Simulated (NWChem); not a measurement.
**[NO2]− (nitrite) at HF/STO-3G**

What is the vertical singlet–triplet gap of [NO2]− (nitrite) at HF/STO-3G? Input form: an ASE script.

The calculation is run with NWChem 7.3.0.

3 further runs of the same task are left out: 2 that didn't finish, 1 set aside as unsound or not needed. Runs told in other sessions of the task aren't counted.

## (1) The molecule

The species is [NO2]− (3 atoms), meant as a singlet with charge -1. As SMILES, `O=N[O-]`. The shape is that of a PBE0-D4/def2-TZVPD optimisation.

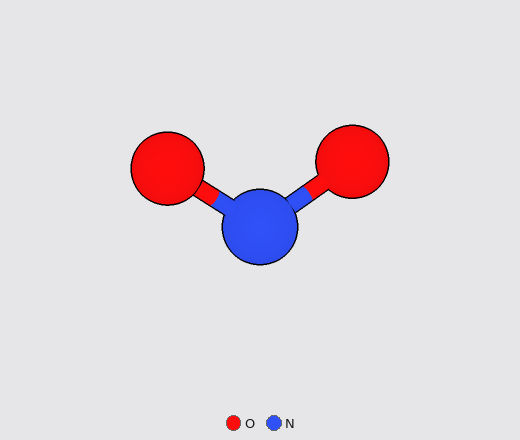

Viewed from a chosen angle; oxygen red, nitrogen blue.

## (2) Energy and forces at HF/STO-3G

Contents of geom.xyz:

```xyz
3

O      0.322840     0.992650     0.287620
N      0.325750    -0.245400     0.151990
O     -0.648590    -0.747260    -0.439610
```

Contents of run.py:

```python
from ase.io import read
from ase.calculators.nwchem import NWChem

system = read('geom.xyz')

calc = NWChem(
    label='geom',
    theory='scf',
    memory='2200 mb',
    basis='STO-3G',
    basispar='spherical bse',
    charge=-1,
    scf={'nopen': '0', 'rhf': None, 'thresh': '1e-08', 'maxiter': '80', 'print': 'low'},
)
system.calc = calc

forces = system.get_forces()
e = system.get_potential_energy()
print(f"E = {e:.6f} eV")
print("forces (eV/A):")
for s, f in zip(system.symbols, forces):
    print(f"{s:2s} {f[0]:10.5f} {f[1]:10.5f} {f[2]:10.5f}")
```

On the command line:

```bash
$ export ASE_NWCHEM_COMMAND="nwchem PREFIX.nwi > PREFIX.nwo"
$ python run.py
```

Log:

```text
E = -5473.727376 eV
forces (eV/A):
O    -0.24523    4.66141    0.38181
N     4.00871   -3.02064    1.87032
O    -3.76348   -1.64078   -2.25213
```

The calculator wrote geom.nwi:

```
title "geom"

permanent_dir geom

scratch_dir geom

start geom

geometry units angstrom nocenter noautosym noautoz
  O  3.2284000000000002e-01 9.9265000000000003e-01 2.8761999999999999e-01
  N  3.2574999999999998e-01 -2.4540000000000001e-01 1.5198999999999999e-01
  O  -6.4859000000000000e-01 -7.4726000000000004e-01 -4.3961000000000000e-01
end

charge -1

memory 2200 mb

basis spherical bse noprint
   * library STO-3G
end

scf
  nopen 0
  rhf
  thresh 1e-08
  maxiter 80
  print low
end

task scf gradient
```

geom.nwo, cut to the lines that bear on the results:

```text
[...]
  functions       =    15
[...]
  wavefunction    = RHF
[...]
         Total SCF energy =   -201.155772488308
      One-electron energy =   -414.761379727312
      Two-electron energy =    150.053138934857
 Nuclear repulsion energy =     63.552468304147
        Time for solution =      0.1s
[...]
                         RHF ENERGY GRADIENTS
    atom               coordinates                        gradient
                 x          y          z           x          y          z
   1 O       0.610079   1.875837   0.543523    0.004769  -0.090650  -0.007425
   2 N       0.615578  -0.463739   0.287219   -0.077957   0.058742  -0.036372
   3 O      -1.225657  -1.412117  -0.830742    0.073188   0.031908   0.043797
 Task  times  cpu:        0.2s     wall:        0.2s
 Total times  cpu:        0.2s     wall:        0.2s
```

It took 1.1 s on 1 thread of Intel Xeon 6975P-C (Granite Rapids), shared host; peak memory 0.099 GiB.

## (3) The triplet: a single-point energy at UHF/STO-3G

Contents of run.py:

```python
from ase import Atoms
from ase.calculators.nwchem import NWChem

molecule = Atoms(['O', 'N', 'O'], positions=[
    [0.322840, 0.992650, 0.287620],
    [0.325750, -0.245400, 0.151990],
    [-0.648590, -0.747260, -0.439610],
])

calc = NWChem(
    label='no2',
    theory='scf',
    memory='2200 mb',
    basis='STO-3G',
    basispar='spherical bse',
    charge=-1,
    scf={'nopen': '2', 'uhf': None, 'thresh': '1e-08', 'maxiter': '80'},
    task='energy',
)
molecule.calc = calc

print("Total energy (eV):", round(molecule.get_potential_energy(), 6))
```

On the command line:

```bash
$ export ASE_NWCHEM_COMMAND="nwchem PREFIX.nwi > PREFIX.nwo"
$ python run.py
```

Log:

```text
Total energy (eV): -5472.49347
```

The calculator wrote no2.nwi:

```
title "no2"

permanent_dir no2

scratch_dir no2

start no2

geometry units angstrom nocenter noautosym noautoz
  O  3.2284000000000002e-01 9.9265000000000003e-01 2.8761999999999999e-01
  N  3.2574999999999998e-01 -2.4540000000000001e-01 1.5198999999999999e-01
  O  -6.4859000000000000e-01 -7.4726000000000004e-01 -4.3961000000000000e-01
end

charge -1

memory 2200 mb

basis spherical bse noprint
   * library STO-3G
end

scf
  nopen 2
  uhf
  thresh 1e-08
  maxiter 80
end

task scf energy
```

no2.nwo, cut to the lines that bear on the results:

```text
[...]
      One electron energy =   -414.849608182552
[... 1 line left out ...]
 Nuclear repulsion energy =     63.552468304147
[... 27 lines left out ...]
          Final beta eigenvalues
[... 133 lines left out ...]
                     UHF Final Beta Molecular Orbital Analysis
[...]
```

Wall time 1.1 s (1 thread of Intel Xeon 6975P-C (Granite Rapids), shared host); peak memory 0.097 GiB.

## (4) Results

Level: HF/STO-3G.

| quantity | value |
| --- | --- |
| singlet: total energy | -201.15577 Eh |
| singlet: largest force on an atom | 5.357 eV/Å |
| triplet: total energy | -201.11043 Eh |
| triplet: HOMO energy (highest over α and β) | 4.24 eV |
| triplet: LUMO energy (lowest over α and β) | 16.44 eV |
| triplet: ⟨S²⟩ | 2.020 |
| vertical energy of the triplet above the singlet | 1.234 eV |

In words: At this shape the triplet lies 1.23 eV (119 kJ/mol) above the singlet. Its highest level lies above zero, so the electron may be held by the basis, which then sets this gap. The largest force (singlet) is 5.36 eV/Å: too large for a shape near rest; a basis without polarisation functions on a geometry from another level can give that. In a minimal basis such a difference can be off by several eV, whatever the method. The HOMO (triplet) lies at positive energy, 4.24 eV: the electron is unbound at this level or held by a compact basis; values depend on the basis.
